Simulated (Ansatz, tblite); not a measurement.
# H2S2: removing an electron

Aim: the energy of removing an electron for H2S2, by energy differences, and how well orbital energies stand in for it.

Computed with Ansatz 0.2.0, Gaussian basis. Level: as each input shows.

Levels to be run: charge +1 doublet, at the geometry of the singlet (PBE0-D4/def2-TZVP, PBE-D4/def2-TZVP, r2SCAN-D4/def2-TZVP, CCSD(T)/def2-TZVPP); the starting singlet's energies come from earlier runs.

### Step 1. The geometry

The singlet was relaxed beforehand with PBE0-D4/def2-TZVP.

4 atoms, charge 0, spin multiplicity 1.

Atoms are counted from 1 here; the program's logs count them from 0.

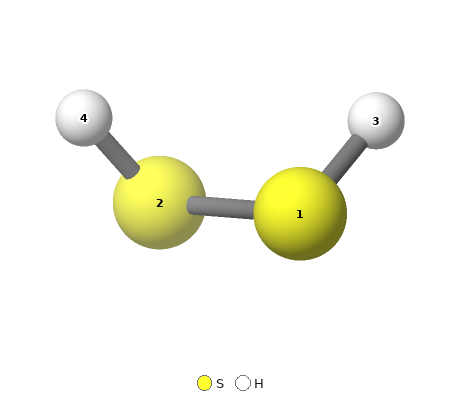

The geometry (sulfur yellow, hydrogen white); atoms are numbered from 1 in the order of the file.

Geometry (Å):

```xyz
4

S    -0.4459   -0.4922   -0.9085
S    -0.4520    0.7098    0.7472
H     0.7254   -0.0961   -1.4415
H     0.1725   -0.1215    1.6027
```

### Step 2. Charge +1 doublet at the fixed geometry, PBE0-D4/def2-TZVP

File in.yaml:

```yaml
crystal:
  periodic: [false, false, false]
  atoms:
    - {symbol: S, position_ang: [-0.445948, -0.492165, -0.908484]}
    - {symbol: S, position_ang: [-0.451996, 0.709820, 0.747223]}
    - {symbol: H, position_ang: [0.725423, -0.096128, -1.441473]}
    - {symbol: H, position_ang: [0.172521, -0.121518, 1.602733]}
basis:
  gaussian: {orbitals: def2-TZVP}
total_charge: 1
magnetization: {spin_polarized: true, initial_magnetization: 1}
hamiltonian: {xc: pbe0, dispersion: d4}
output: {orbitals: {seedname: orbitals}}
```

Run with:

```bash
ansatz run in.yaml --threads 4 --pin off --events-out ev --progress --plain --max-ram 3916MiB
```

What it wrote:

```text
Functional definition: PBE0
  name "PBE0"
  cite "Adamo & Barone, J. Chem. Phys. 110, 6158 (1999) doi:10.1063/1.478522"
  cite "Perdew, Burke & Ernzerhof, Phys. Rev. Lett. 77, 3865 (1996) doi:10.1103/PhysRevLett.77.3865"
  parent pbe
  parameter a = 0.25
  parameter kappa = 0.804
  parameter beta = 0.06672455060314922
  exchange = (1 - a)*pbe_x(kappa = kappa, mu = beta*pi^2/3) + a*exact_x
  correlation = pbe_c(beta = beta)
630 factors; their error is unknown
mean field evaluation 1: about -21685.4331 eV, gradient 1.5e1 eV
mean field evaluation 2: about -21685.8256 eV, gradient 1.3e1 eV
mean field evaluation 4: about -21686.5177 eV, gradient 5.1e-1 eV
mean field evaluation 8: about -21686.5193 eV, gradient 3.3e-2 eV
mean field evaluation 16: about -21686.5652 eV, gradient 1.5e-3 eV
mean field evaluation 32: about -21686.5652 eV, gradient 1.6e-5 eV
mean field -21686.56520894 eV, -796.9665717467 hartree, gradient 9.6e-6 eV, S^2 0.757976; 2 other end points of the search recorded, 0 dependent functions left out
reference -21686.56523111 eV, -796.9665725613 hartree; 17, 16 occupied and 69, 70 virtual orbitals, 630 factors
Total energy: -21686.61004177 eV, -796.9682193227 hartree
```

Wall time 2.6 s (4 threads of Arm Neoverse V1, shared host).

HOMO -14.28 eV, LUMO -12.34 eV (over both spins); ⟨S²⟩ 0.758 (pure: 0.75).

### Step 3. Charge +1 doublet at the fixed geometry, PBE-D4/def2-TZVP

start.molden holds the orbitals of an earlier run on this state, given as this run's starting guess.

in.yaml: that of step 2 with these lines changed.

```diff
@@ -8,6 +8,7 @@
 basis:
-  gaussian: {orbitals: def2-TZVP}
+  gaussian: {orbitals: def2-TZVP, initial_orbitals: start.molden}
 total_charge: 1
 magnetization: {spin_polarized: true, initial_magnetization: 1}
-hamiltonian: {xc: pbe0, dispersion: d4}
+hamiltonian: {xc: pbe, dispersion: d4}
+scf: {omitted_lower_state_checks: [starts]}
 output: {orbitals: {seedname: orbitals}}
```

The command is unchanged.

What it wrote:

```text
Functional definition: PBE
  name "PBE"
  cite "Perdew, Burke & Ernzerhof, Phys. Rev. Lett. 77, 3865 (1996) doi:10.1103/PhysRevLett.77.3865"
  parent pbe
  parameter kappa = 0.804
  parameter beta = 0.06672455060314922
  exchange = pbe_x(kappa = kappa, mu = beta*pi^2/3)
  correlation = pbe_c(beta = beta)
these checks for a lower state are left out or cut short: starts
610 factors; their error is unknown
mean field evaluation 1: about -21684.9724 eV, gradient 7.3e0 eV
mean field evaluation 2: about -21685.0311 eV, gradient 1.0e-1 eV
mean field evaluation 4: about -21685.0218 eV, gradient 7.5e-4 eV
mean field evaluation 8: about -21685.0218 eV, gradient 1.1e-5 eV
mean field -21685.02179644 eV, -796.9098523836 hartree, gradient 1.1e-5 eV, S^2 0.752957; 0 other end points of the search recorded, 0 dependent functions left out
reference -21685.02182601 eV, -796.9098534700 hartree; 17, 16 occupied and 69, 70 virtual orbitals, 610 factors
Total energy: -21685.07602201 eV, -796.9118451363 hartree
Checks for a lower state left out: starts
```

Wall time 0.8 s (4 threads of Arm Neoverse V1, shared host).

From the report: HOMO -13.29 eV, LUMO -13.21 eV (over both spins); ⟨S²⟩ 0.753 (pure: 0.75).

### Step 4. Charge +1 doublet at the fixed geometry, r2SCAN-D4/def2-TZVP

in.yaml: that of step 3 with these lines changed.

```diff
@@ -11,3 +11,3 @@
 magnetization: {spin_polarized: true, initial_magnetization: 1}
-hamiltonian: {xc: pbe, dispersion: d4}
+hamiltonian: {xc: r2scan, dispersion: d4}
 scf: {omitted_lower_state_checks: [starts]}
```

Launched as before.

What it wrote, cut to the lines that bear on the results:

```text
Functional definition: r2SCAN
  name "r2SCAN"
  cite "Furness, Kaplan, Ning, Perdew & Sun, J. Phys. Chem. Lett. 11, 8208 (2020) doi:10.1021/acs.jpclett.0c02405"
  cite "Furness, Kaplan, Ning, Perdew & Sun, J. Phys. Chem. Lett. 11, 9248 (2020) doi:10.1021/acs.jpclett.0c03077"
  parent r2scan
[...]
610 factors; their error is unknown
[...]
mean field -21692.66538469 eV, -797.1907490706 hartree, gradient 3.1e-6 eV, S^2 0.756658; 0 other end points of the search recorded, 0 dependent functions left out
reference -21692.66539410 eV, -797.1907494166 hartree; 17, 16 occupied and 69, 70 virtual orbitals, 610 factors
Total energy: -21692.67657004 eV, -797.1911601248 hartree
Checks for a lower state left out: starts
```

It took 3.8 s on 4 threads of Arm Neoverse V1, shared host.

Report: HOMO -13.40 eV, LUMO -13.16 eV (over both spins); ⟨S²⟩ 0.757 (pure: 0.75).

### Step 5. Charge +1 doublet at the fixed geometry, CCSD(T)/def2-TZVPP

in.yaml: that of step 4 with these lines changed.

```diff
@@ -8,7 +8,7 @@
 basis:
-  gaussian: {orbitals: def2-TZVP, initial_orbitals: start.molden}
+  gaussian: {orbitals: def2-TZVPP, initial_orbitals: start.molden}
 total_charge: 1
 magnetization: {spin_polarized: true, initial_magnetization: 1}
-hamiltonian: {xc: r2scan, dispersion: d4}
-scf: {omitted_lower_state_checks: [starts]}
+correlation: {method: ccsd_t}
+scf: {omitted_lower_state_checks: [starts, cluster_reference]}
 output: {orbitals: {seedname: orbitals}}
```

The command is unchanged.

What it wrote, cut to the lines that bear on the results:

```text
Functional definition: HF
  name "HF"
  cite "Fock, Z. Phys. 61, 126 (1930) doi:10.1007/BF01340294"
  parent pbe
[...]
628 factors; integrals over basis functions are off by at most 8.0e-4 eV
[...]
mean field -21658.06660423 eV, -795.9192673407 hartree, gradient 1.9e-6 eV, S^2 0.768794; 0 other end points of the search recorded, 0 dependent functions left out
10 core orbitals not correlated: weight in the atoms' cores, before any rotation towards them, 1.000 or more for the frozen orbitals, at most 0.000 for the correlated occupied ones
reference -21658.06660423 eV, -795.9192673407 hartree; 7, 6 occupied and 95, 96 virtual orbitals, 628 factors
second order -8.66309409 eV of doubles, -0.00000000 eV of singles
cycle   1  -9.41828255 eV  change   -7.6e-1 eV  update   7.8e-2
[...]
cycle  18  -9.80230556 eV  change    8.1e-6 eV  update   1.3e-5
perturbative correction -0.45156737 eV, -0.0165947949 hartree
Total energy: -21668.32047717 eV, -796.2960902208 hartree
Checks for a lower state left out: starts, cluster_reference
```

Run time: 8 s. Hardware: 4 threads of Arm Neoverse V1, shared host; peak memory 0.76 GiB.

From the report: Hartree-Fock HOMO -16.98 eV, LUMO -7.69 eV (over both spins); ⟨S²⟩ 0.769 (pure: 0.75); T1 0.027.

### Step 6. Vertical ionisation energy

Charged state less starting state, singlet to doublet; the starting state's energies are those of its earlier runs.

```
             method  vertical ionisation energy (eV)  from CCSD(T)/def2-TZVPP (eV)   time
      HF/def2-TZVPP                             9.01                         -0.96       
   PBE-D4/def2-TZVP                             9.74                         -0.23  1.1 s
r2SCAN-D4/def2-TZVP                             9.87                         -0.10  4.8 s
  PBE0-D4/def2-TZVP                             9.94                         -0.03  3.1 s
     MP2/def2-TZVPP                            10.07                         +0.10       
    CCSD/def2-TZVPP                             9.94                         -0.03       
 CCSD(T)/def2-TZVPP                             9.97                             0   10 s
```

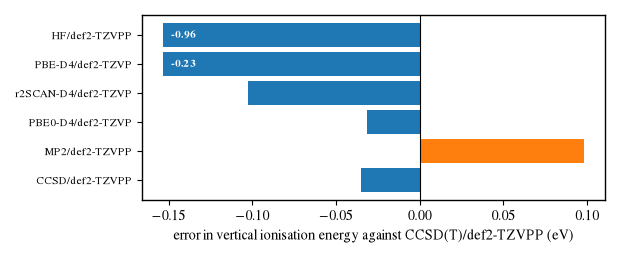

Error of each method against CCSD(T)/def2-TZVPP. Bars with a number in them are cut short.

Times add the two runs; a level without a time comes out of a correlated run.

Beside −ε(HOMO) of the starting state:

```
              level  −ε(HOMO) (eV)  by difference (eV)  mismatch (eV)
   PBE-D4/def2-TZVP           6.27                9.74          -3.47
r2SCAN-D4/def2-TZVP           6.55                9.87          -3.32
  PBE0-D4/def2-TZVP           7.52                9.94          -2.42
```

### Step 7. Results

| quantity | value |
| --- | --- |
| vertical ionisation energy, functionals in def2-TZVP | 9.74 (PBE-D4) to 9.94 eV (PBE0-D4) |
| vertical ionisation energy, CCSD(T)/def2-TZVPP | 9.97 eV |

**Reading.** The vertical ionisation energy spans 9.74 to 9.94 eV over the functionals, beside 9.97 eV from CCSD(T)/def2-TZVPP. −ε(HOMO) misses the level's own difference by -2.42 eV at best (PBE0-D4) and -3.47 eV at worst (PBE-D4). The reference is CCSD(T) in one finite basis, so it carries an error of its own, often a tenth of an eV or more, and near misses can't be ranked.
